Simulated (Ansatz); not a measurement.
# How fast states decay through KLiC2, part 2 of 3

A new crystal, KLiC2: structure, gap and complex bands. It is built by putting K for part of the Li in the LiC structure of space group Immm, with the volume rescaled by atomic radii. The parent structure comes from the Materials Project.

Ansatz 0.2.0; PBEsol DFT, plane waves, PAW files (the session's first sound run).

So far. Step 2 (Relaxing the new crystal): The largest force component on a free atom ends at 0.0013 eV/Å.

The structure was built from a prototype and need not be the compound's stable phase.

### 3. The bulk crystal and its band edges

The energy window and the wavevectors of the next steps follow from the band edges, so these are searched first, off the mesh as well.

File input.yaml:

```yaml
crystal:
  lattice:
    - [-2.6232829598, 2.5298636402, 3.4270233953]
    - [2.6232829598, -2.5298636402, 3.4270233953]
    - [2.6232829598, 2.5298636402, -3.4270233953]
  atoms:
    - { symbol: Li, position: [0.6674378794, 0.1674378794, 0.5] }
    - { symbol: K, position: [0.2256620204, 0.7256620204, 0.5] }
    - { symbol: C, position: [0.9291371181, 0.0534500501, 0.875687068] }
    - { symbol: C, position: [0.1777629821, 0.0534500501, 0.124312932] }
kpoints:
  mp_grid: { grid: [8, 8, 8] }
  band_path: { path: [VBM, CBM], npoints: 30 }
scf:
  occupations: { method: fixed }
hamiltonian:
  xc: pbesol
output:
  eigenvalues: true
  write_potential: true
  write_density: true
  volumetric_format: npy
```

Command:

```bash
$ ansatz run input.yaml --threads 2 --pin off --max-ram 4096MiB --backend cpu --events-out ev --progress --plain --runs-dir out
```

Numbers of over 12 decimals in the logs are rounded to 6 here.

The log of the run:

```text
[...]
Crystal: 4 atoms, lattice volume = 90.974 Å³
Basis set: ecut = 420 eV, 1787 PW (Γ)
Bands: 14, of which v1, the nominal top of the filled ones, is band 10 counted from 1 (9 counted from 0)
Symmetry: 4 space group operations
[...]
k-points: 95 of 512 (time reversal used)
[...]
SCF iter   1: F=—  HF=-2211.119120 eV  |F-HF|=—  |Δ(HF+E_count)|=         —  Δρ=3.41e-3  dr2=1.25e-2  ethr=1.77e-3  ⟨swp⟩=4.9  Hψ=6771  notcnv=0  defer=158
[...]
SCF iter   6: F=-2211.117982 eV  HF=-2211.117982 eV  |F-HF|=3.58e-8  |Δ(HF+E_count)|=   8.42e-7  Δρ=4.47e-6  dr2=1.52e-8  ethr=5.00e-10  ⟨swp⟩=5.7  Hψ=5914  notcnv=0
SCF 1 converged in 6 iterations: F = -2211.117982 eV  dr2 = 1.52e-8
[...]
NSCF: frozen V_eff on 46 k-points
[...]
SCF converged after 6 iterations
Free energy (F): -2211.117982 eV
[...]
Internal energy: -2211.117982 eV  (E = F + TS)
E sigma→0 (E₀):  -2211.117982 eV
Fermi energy:    0.333957 eV
[...]
--- Band table (eV; the first three rows and the last of 95) ---
  k-point 0: bands = [... 6 lower, -2.3083, -0.6074, -0.1560, -0.0750, 4.7416, 5.4125, 5.6140, 7.9024]
  k-point 1: bands = [... 6 lower, -2.3659, -0.5482, -0.1253, -0.0737, 4.7887, 5.1591, 5.7494, 7.7420]
  k-point 2: bands = [... 6 lower, -2.4793, -0.4691, -0.1158, 0.0422, 4.4535, 5.0578, 6.1843, 7.6822]
  k-point 94: bands = [... 6 lower, -2.3794, -0.6846, -0.2612, 0.0071, 5.6028, 6.2953, 6.5164, 6.6616]
```

Wall time 9.5 s (2 threads of Arm Neoverse V2, shared host); peak memory 0.42 GiB; 18 s of CPU time.

Reading the cycles: dr2 is the Hartree energy of the density residual (eV), the measure of convergence; HF is the Harris–Foulkes estimate of the energy, which meets the free energy F at convergence.

Numbers from this step:

```
Fermi energy        : 0.3340 eV
gap on the k-mesh   : 3.532 eV
gap on path         : 3.532 eV, by band count; negative where bands overlap
direct gap on path  : 3.532 eV
edge places on path : 0, 0 1/A along the path
```

Levels at VBM (eV): -2.93, -0.66, -0.61, 0.00, 3.53, 4.63, 6.81.

The searched edges give 3.53 eV, as on the mesh.

### 4. Complex bands

This step: PBEsol DFT, plane waves, PAW files; complex bands by layer matching along the plane's normal (Ansatz 0.2.0).

The same crystal is laid in a cell whose first two vectors span the (100) plane (indices of the standard conventional cell, whose axes can be ordered otherwise than in the bulk input). At fixed energy and wavevector in the plane the solver finds all kz, real and complex. A few wavevectors are listed, (0, 0) and (-0.5, 0) in units of the plane's reciprocal vectors; the slowest state needn't be among them.

File input.yaml:

```yaml
crystal:
  lattice:
    - [5.05972728, 0.0, 0.0]
    - [0.0, 6.854046791, 0.0]
    - [2.52986364, 3.427023395, 2.62328296]
  atoms:
    - { symbol: Li, position: [0.5, 0.1674378794, 0.0] }
    - { symbol: K, position: [0.5, 0.7256620204, 0.0] }
    - { symbol: C, position: [0.875687068, 0.0534500501, 0.0] }
    - { symbol: C, position: [0.124312932, 0.0534500501, 0.0] }
kpoints:
  mp_grid: { grid: [8, 8, 8] }
scf:
  occupations: { method: fixed }
hamiltonian:
  xc: pbesol
output:
  eigenvalues: true
  transmission:
    leads: [[0, 0]]
    kpoints: [[0.0, 0.0], [-0.5, 0.0]]
    e_range: [-1.0, 4.53]
    de: 0.14
```

The log of the run:

```text
[...]
Crystal: 4 atoms, lattice volume = 90.974 Å³
Basis set: ecut = 420 eV, 1787 PW (Γ)
Bands: 14, of which v1, the nominal top of the filled ones, is band 10 counted from 1 (9 counted from 0)
Symmetry: 4 space group operations
[...]
k-points: 95 of 512 (time reversal used)
[...]
SCF iter   1: F=—  HF=-2211.119140 eV  |F-HF|=—  |Δ(HF+E_count)|=         —  Δρ=3.41e-3  dr2=1.25e-2  ethr=1.77e-3  ⟨swp⟩=4.9  Hψ=6745  notcnv=0  defer=158
[...]
SCF iter   6: F=-2211.117997 eV  HF=-2211.117997 eV  |F-HF|=3.65e-8  |Δ(HF+E_count)|=   8.75e-7  Δρ=4.48e-6  dr2=1.53e-8  ethr=5.00e-10  ⟨swp⟩=5.7  Hψ=5952  notcnv=0
SCF 1 converged in 6 iterations: F = -2211.117997 eV  dr2 = 1.53e-8
[...]
transmission: 4 of 8 steps passed
transmission: 8 of 8 steps passed
SCF converged after 6 iterations
Free energy (F): -2211.117997 eV
[...]
Internal energy: -2211.117997 eV  (E = F + TS)
E sigma→0 (E₀):  -2211.117997 eV
Fermi energy:    0.333975 eV
[...]
--- Band table (eV; the first three rows and the last of 95) ---
  k-point 0: bands = [... 6 lower, -2.3083, -0.6073, -0.1560, -0.0750, 4.7419, 5.4125, 5.6140, 7.9023]
  k-point 1: bands = [... 6 lower, -2.3325, -0.7059, -0.1286, -0.0393, 4.8547, 5.2038, 6.1117, 6.9917]
  k-point 2: bands = [... 6 lower, -2.3718, -0.6938, -0.2425, -0.0011, 4.9161, 5.4645, 6.3839, 6.4878]
  k-point 94: bands = [... 6 lower, -2.5642, -0.3795, -0.2958, 0.3318, 4.0395, 4.7724, 7.5124, 7.9435]
--- Transmission ---
  basis      : 311 plane waves across, 4 finite elements along
  points     : 2, as listed
  energies   : 40 from -1.000000 to 4.460000 eV about the Fermi level, 0.140000 eV apart; the leads are filled to 1.766326 eV, and channels, transmission and decay are at 1.800000 eV
  crystal 0  : C2Li1K1, at the sites [0, 0], period 2.6233 Å: whole cells are its period
    offset         : up to 0.0000 Å between an atom of the period and one for which it stands
    channels       : 0.000000e0 a spin
    conductance    : none, the energies end too early or step too widely for 300 K: set another output.transmission.e_range or a lower de, or, where they end at an eighth of basis.ecutwfc, a higher one
    slowest decay  : 0.6383 /Å at (-0.5000, 0.0000)
```

Wall time 38 s (2 threads); peak memory 0.79 GiB.

Numbers from this step:

| Item | Value |
| --- | --- |
| gap on the k-mesh | 3.533 eV |
| level to which the leads are filled | 1.766 eV from the Fermi level |
| decay constant at the filling level, zone centre | 0.6470 Å⁻¹ |
| decay constant at the filling level, slowest listed point | 0.6383 Å⁻¹ |

K parallel (0, 0); values up to 1.5 1/Å, a degenerate pair printed once or twice; energies at which all values exceed this have no row. Table of Im kz of the slowest decaying states by energy, zero at the highest filled level on the SCF mesh:

```tsv
energy (eV)	decay 1 (Å⁻¹)	decay 2 (Å⁻¹)	decay 3 (Å⁻¹)	decay 4 (Å⁻¹)
-1.000	0.628	0.886	1.01	1.02
-0.440	0.0930	0.136	0.233	0.583
-0.020	0.434	0.452	0.567	0.966
0.540	0.551	0.621	0.703	0.908
0.960	0.597	0.707	0.735	0.763
1.520	0.636	0.674	0.734	0.736
1.940	0.634	0.654	0.710	0.733
2.500	0.584	0.658	0.665	0.718
3.060	0.526	0.589	0.663	0.665
3.480	0.468	0.527	0.593	0.658
4.040	0.345	0.415	0.473	0.617
```

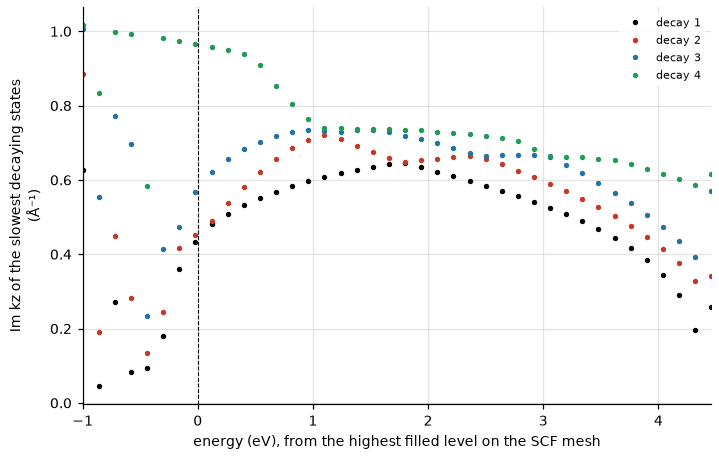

Im kz of the slowest decaying states against energy.

K parallel (-0.5, 0); values up to 1.5 1/Å, a degenerate pair printed once or twice; energies at which all values exceed this have no row. Im kz of the slowest decaying states against energy, zero at the highest filled level on the SCF mesh:

```tsv
energy (eV)	decay 1 (Å⁻¹)	decay 2 (Å⁻¹)	decay 3 (Å⁻¹)	decay 4 (Å⁻¹)
-1.000	0.498	0.546	0.946	1.10
-0.440	0.499	0.865	1.09	1.15
-0.020	0.746	0.862	1.08	-
0.540	0.611	0.614	0.937	1.09
0.960	0.629	0.656	0.783	1.04
1.520	0.639	0.668	1.07	1.11
1.940	0.623	0.637	1.08	1.10
2.500	0.549	0.623	1.07	1.09
3.060	0.387	0.505	0.598	1.05
3.480	0.127	0.480	0.571	1.03
4.040	0.398	0.521	1.00	1.01
```

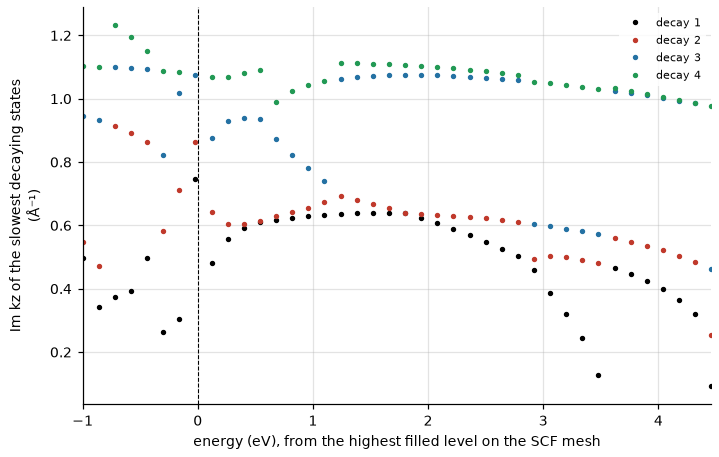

Im kz of the slowest decaying states against energy.

At the listed wavevectors the last open channel is at -0.02 eV and the next at +3.62 eV on the grid. At +1.80 eV, the grid energy nearest the filling level (the middle of the gap on the SCF mesh), the slowest state at the listed wavevectors decays with κ = 0.638 Å⁻¹, its amplitude falling by e over 1.6 Å. Through 1 nm of this crystal that state's transmission falls by exp(−2 × 0.638 Å⁻¹ × 10 Å) = 2.9e-6.

### 5. Decay over the two-dimensional zone

The listed points could miss the slowest state, so one energy near mid-gap is solved on a mesh of 10×10.

Changes to input.yaml since step 4:

```diff
@@ -18,6 +18,2 @@
   eigenvalues: true
-  transmission:
-    leads: [[0, 0]]
-    kpoints: [[0.0, 0.0], [-0.5, 0.0]]
-    e_range: [-1.0, 4.53]
-    de: 0.14
+  transmission: { leads: [[0, 0]], kmesh: [10, 10], e_range: [1.77, 1.78], de: 0.05 }
```

The log of the run:

```text
[...]
Crystal: 4 atoms, lattice volume = 90.974 Å³
Basis set: ecut = 420 eV, 1787 PW (Γ)
Bands: 14, of which v1, the nominal top of the filled ones, is band 10 counted from 1 (9 counted from 0)
Symmetry: 4 space group operations
[...]
k-points: 95 of 512 (time reversal used)
[...]
SCF iter   1: F=—  HF=-2211.119140 eV  |F-HF|=—  |Δ(HF+E_count)|=         —  Δρ=3.41e-3  dr2=1.25e-2  ethr=1.77e-3  ⟨swp⟩=4.9  Hψ=6745  notcnv=0  defer=158
[...]
SCF iter   6: F=-2211.117997 eV  HF=-2211.117997 eV  |F-HF|=3.65e-8  |Δ(HF+E_count)|=   8.75e-7  Δρ=4.48e-6  dr2=1.53e-8  ethr=5.00e-10  ⟨swp⟩=5.7  Hψ=5952  notcnv=0
SCF 1 converged in 6 iterations: F = -2211.117997 eV  dr2 = 1.53e-8
[...]
transmission: 16 of 144 steps passed
transmission: 32 of 144 steps passed
[...]
transmission: 144 of 144 steps passed
SCF converged after 6 iterations
Free energy (F): -2211.117997 eV
[...]
Internal energy: -2211.117997 eV  (E = F + TS)
E sigma→0 (E₀):  -2211.117997 eV
Fermi energy:    0.333975 eV
[...]
--- Band table (eV; the first three rows and the last of 95) ---
  k-point 0: bands = [... 6 lower, -2.3083, -0.6073, -0.1560, -0.0750, 4.7419, 5.4125, 5.6140, 7.9023]
  k-point 1: bands = [... 6 lower, -2.3325, -0.7059, -0.1286, -0.0393, 4.8547, 5.2038, 6.1117, 6.9917]
  k-point 2: bands = [... 6 lower, -2.3718, -0.6938, -0.2425, -0.0011, 4.9161, 5.4645, 6.3839, 6.4878]
  k-point 94: bands = [... 6 lower, -2.5642, -0.3795, -0.2958, 0.3318, 4.0395, 4.7724, 7.5124, 7.9435]
--- Transmission ---
  basis      : 311 plane waves across, 4 finite elements along
  points     : 36, standing for a mesh of 10 x 10
  energies   : 1 from 1.770000 to 1.770000 eV about the Fermi level; the leads are filled to 1.766326 eV, and channels, transmission and decay are at 1.770000 eV
  crystal 0  : C2Li1K1, at the sites [0, 0], period 2.6233 Å: whole cells are its period
[...]
channels       : 0.000000e0 a spin
    conductance    : none, crystal 0 has no channel at the energies, or these end too early or step too widely for 300 K: set another output.transmission.e_range or a lower de, or, where they end at an eighth of basis.ecutwfc, a higher one
    slowest decay  : 0.5893 /Å at (0.5000, 0.5000)
```

Run time: 68 s. Hardware: 2 threads; peak memory 0.76 GiB.

This step gave:

- least decay constant on the mesh: 0.5893 Å⁻¹

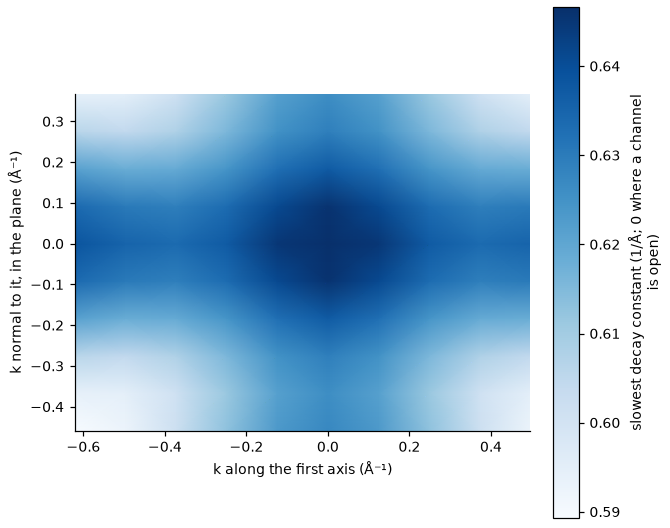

Slowest decay constant (1/Å; 0 where a channel is open) over k1 and k2. At 1.7700 eV from the Fermi level.

The least value on the mesh is 0.589 Å⁻¹ at +1.77 eV. At that energy the listed points give about 0.638 Å⁻¹ by interpolation, so they missed the slowest state.

### 6. Band edges at another level

This step: LDA DFT, plane waves, PAW files (Ansatz 0.2.0).

The edges again with LDA, at the same atoms.

File input.yaml:

```yaml
crystal:
  lattice:
    - [-2.6232829598, 2.5298636402, 3.4270233953]
    - [2.6232829598, -2.5298636402, 3.4270233953]
    - [2.6232829598, 2.5298636402, -3.4270233953]
  atoms:
    - { symbol: Li, position: [0.6674378794, 0.1674378794, 0.5] }
    - { symbol: K, position: [0.2256620204, 0.7256620204, 0.5] }
    - { symbol: C, position: [0.9291371181, 0.0534500501, 0.875687068] }
    - { symbol: C, position: [0.1777629821, 0.0534500501, 0.124312932] }
kpoints:
  mp_grid: { grid: [8, 8, 8] }
  band_path: { path: [VBM, CBM], npoints: 30 }
scf:
  occupations: { method: fixed }
hamiltonian:
  xc: lda
output:
  eigenvalues: true
```

The log of the run:

```text
[...]
Crystal: 4 atoms, lattice volume = 90.974 Å³
Basis set: ecut = 420 eV, 1787 PW (Γ)
Bands: 14, of which v1, the nominal top of the filled ones, is band 10 counted from 1 (9 counted from 0)
Symmetry: 4 space group operations
[...]
k-points: 95 of 512 (time reversal used)
[...]
SCF iter   1: F=—  HF=-2182.501604 eV  |F-HF|=—  |Δ(HF+E_count)|=         —  Δρ=5.49e-3  dr2=2.51e-2  ethr=1.77e-3  ⟨swp⟩=5.3  Hψ=6424  notcnv=0  defer=161
[...]
SCF iter   6: F=-2182.489716 eV  HF=-2182.489716 eV  |F-HF|=2.59e-9  |Δ(HF+E_count)|=   3.37e-9  Δρ=5.43e-6  dr2=1.87e-8  ethr=5.00e-10  ⟨swp⟩=5.0  Hψ=5357  notcnv=0
SCF 1 converged in 6 iterations: F = -2182.489716 eV  dr2 = 1.87e-8
[...]
SCF converged after 6 iterations
Free energy (F): -2182.489716 eV
[...]
Internal energy: -2182.489716 eV  (E = F + TS)
E sigma→0 (E₀):  -2182.489716 eV
Fermi energy:    0.096016 eV
[...]
--- Band table (eV; the first three rows and the last of 95) ---
  k-point 0: bands = [... 6 lower, -2.4266, -0.8643, -0.3887, -0.3038, 4.3922, 5.1308, 5.3363, 7.5295]
  k-point 1: bands = [... 6 lower, -2.4874, -0.8007, -0.3589, -0.3022, 4.4399, 4.8680, 5.4654, 7.3764]
  k-point 2: bands = [... 6 lower, -2.6045, -0.7130, -0.3452, -0.1932, 4.1209, 4.7466, 5.8802, 7.3246]
  k-point 94: bands = [... 6 lower, -2.5009, -0.9250, -0.4941, -0.2224, 5.2013, 5.9365, 6.2505, 6.4035]
```

Run time: 8.9 s. Hardware: 2 threads; peak memory 0.41 GiB; 18 s of CPU time.

Numbers from this step:

| Quantity | Value |
| --- | --- |
| free energy | -2182.4897 eV |
| Fermi energy | 0.09602 eV |
| gap on the k-mesh | 3.432 eV |
| gap on path | 3.432 eV, by band count; negative where bands overlap |
| direct gap on path | 3.432 eV |

Levels at VBM (eV): -2.82, -0.66, -0.60, 0.00, 3.43, 4.55, 6.71, 7.90.

The searched edges give 3.43 eV, as on the mesh.

Between step 3 and this run (LDA) the value for the gap on the k-mesh moves from 3.53 eV to 3.43 eV.

### 7. Complex bands at another level

This step: LDA DFT, plane waves, PAW files; complex bands by layer matching along the plane's normal (Ansatz 0.2.0).

The complex bands at that level, over its own gap, at (0, 0) and (-0.5, 0).

File input.yaml:

```yaml
crystal:
  lattice:
    - [5.05972728, 0.0, 0.0]
    - [0.0, 6.854046791, 0.0]
    - [2.52986364, 3.427023395, 2.62328296]
  atoms:
    - { symbol: Li, position: [0.5, 0.1674378794, 0.0] }
    - { symbol: K, position: [0.5, 0.7256620204, 0.0] }
    - { symbol: C, position: [0.875687068, 0.0534500501, 0.0] }
    - { symbol: C, position: [0.124312932, 0.0534500501, 0.0] }
kpoints:
  mp_grid: { grid: [8, 8, 8] }
scf:
  occupations: { method: fixed }
hamiltonian:
  xc: lda
output:
  eigenvalues: true
  transmission:
    leads: [[0, 0]]
    kpoints: [[0.0, 0.0], [-0.5, 0.0]]
    e_range: [-1.0, 4.43]
    de: 0.14
```

The log of the run:

```text
[...]
Crystal: 4 atoms, lattice volume = 90.974 Å³
Basis set: ecut = 420 eV, 1787 PW (Γ)
Bands: 14, of which v1, the nominal top of the filled ones, is band 10 counted from 1 (9 counted from 0)
Symmetry: 4 space group operations
[...]
k-points: 95 of 512 (time reversal used)
[...]
SCF iter   1: F=—  HF=-2182.501584 eV  |F-HF|=—  |Δ(HF+E_count)|=         —  Δρ=5.49e-3  dr2=2.51e-2  ethr=1.77e-3  ⟨swp⟩=5.2  Hψ=6421  notcnv=0  defer=159
[...]
SCF iter   6: F=-2182.489716 eV  HF=-2182.489716 eV  |F-HF|=2.60e-9  |Δ(HF+E_count)|=   4.12e-9  Δρ=5.47e-6  dr2=1.88e-8  ethr=5.00e-10  ⟨swp⟩=5.0  Hψ=5376  notcnv=0
SCF 1 converged in 6 iterations: F = -2182.489716 eV  dr2 = 1.88e-8
[...]
transmission: 4 of 8 steps passed
transmission: 8 of 8 steps passed
SCF converged after 6 iterations
Free energy (F): -2182.489716 eV
[...]
Internal energy: -2182.489716 eV  (E = F + TS)
E sigma→0 (E₀):  -2182.489716 eV
Fermi energy:    0.096013 eV
[...]
--- Band table (eV; the first three rows and the last of 95) ---
  k-point 0: bands = [... 6 lower, -2.4266, -0.8643, -0.3887, -0.3038, 4.3921, 5.1308, 5.3363, 7.5295]
  k-point 1: bands = [... 6 lower, -2.4519, -0.9613, -0.3623, -0.2659, 4.4931, 4.9166, 5.8425, 6.6207]
  k-point 2: bands = [... 6 lower, -2.4929, -0.9441, -0.4732, -0.2306, 4.5333, 5.1790, 6.0181, 6.2220]
  k-point 94: bands = [... 6 lower, -2.6863, -0.6200, -0.5281, 0.0938, 3.7041, 4.4548, 7.1843, 7.5851]
--- Transmission ---
  basis      : 311 plane waves across, 4 finite elements along
  points     : 2, as listed
[...]
crystal 0  : C2Li1K1, at the sites [0, 0], period 2.6233 Å: whole cells are its period
[...]
channels       : 0.000000e0 a spin
[...]
slowest decay  : 0.6345 /Å at (-0.5000, 0.0000)
```

Elapsed: 38 s, on 2 threads; peak memory 0.78 GiB; 74 s of CPU time.

This step gave:

| Property | Result |
| --- | --- |
| Fermi energy | 0.09601 eV |
| level to which the leads are filled | 1.716 eV from the Fermi level |
| decay constant at the filling level, zone centre | 0.6362 Å⁻¹ |
| decay constant at the filling level, slowest listed point | 0.6345 Å⁻¹ |

K parallel (0, 0); values up to 1.5 1/Å, a degenerate pair printed once or twice; energies at which all values exceed this have no row. Table of Im kz of the slowest decaying states by energy, zero at the highest filled level on the SCF mesh:

```tsv
energy (eV)	decay 1 (Å⁻¹)	decay 2 (Å⁻¹)	decay 3 (Å⁻¹)	decay 4 (Å⁻¹)
-1.000	0.624	0.881	0.994	1.000
-0.440	0.0842	0.144	0.230	0.581
-0.020	0.425	0.444	0.557	0.955
0.540	0.544	0.611	0.694	0.909
0.960	0.590	0.696	0.724	0.764
1.520	0.629	0.672	0.720	0.726
1.940	0.630	0.647	0.693	0.724
2.500	0.577	0.638	0.658	0.708
3.060	0.516	0.566	0.652	0.657
3.480	0.454	0.499	0.580	0.649
4.040	0.308	0.370	0.457	0.601
```

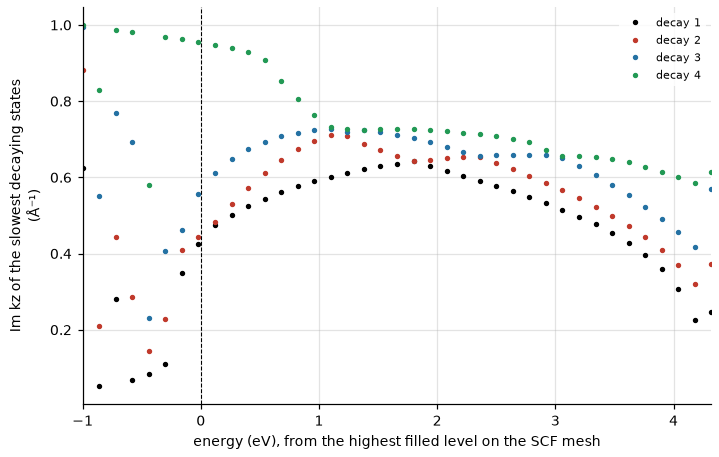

Im kz of the slowest decaying states against energy.

K parallel (-0.5, 0); values up to 1.5 1/Å, a degenerate pair printed once or twice; energies at which all values exceed this have no row. Table of Im kz of the slowest decaying states by energy, zero at the highest filled level on the SCF mesh:

```tsv
energy (eV)	decay 1 (Å⁻¹)	decay 2 (Å⁻¹)	decay 3 (Å⁻¹)	decay 4 (Å⁻¹)
-1.000	0.496	0.551	0.930	1.09
-0.440	0.492	0.848	1.08	1.15
-0.020	0.732	0.870	1.06	-
0.540	0.609	0.609	0.927	1.08
0.960	0.626	0.655	0.750	1.05
1.520	0.635	0.652	1.07	1.10
1.940	0.606	0.632	1.07	1.10
2.500	0.530	0.617	1.06	1.08
3.060	0.336	0.503	0.591	1.05
3.480	0.470	0.563	1.03	1.03
4.040	0.379	0.509	0.998	0.999
```

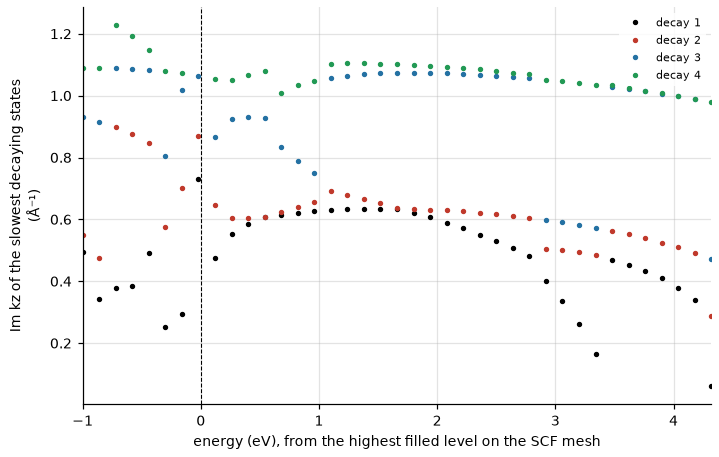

Im kz of the slowest decaying states against energy.

At the listed wavevectors the last open channel is at -0.02 eV and the next at +3.48 eV on the grid. At +1.66 eV, the grid energy nearest the filling level (the middle of the gap on the SCF mesh), the slowest state at the listed wavevectors decays with κ = 0.634 Å⁻¹, its amplitude falling by e over 1.6 Å; the first such run, plane (100), gave 0.638 Å⁻¹.

(Part 2 of 3 ends here.)

[Logs are printed without paths, hosts, clocks, repeated set-up lines and the standing remarks that a program may print on its own settings, such as how far it seeks lower states.]

[Hosts, paths, dates, database ids (printed as entryN), source tags and the programs' standing remarks are cut or masked in the printed files.]

[New means built here by substitution; the compound itself may be known and measured.]
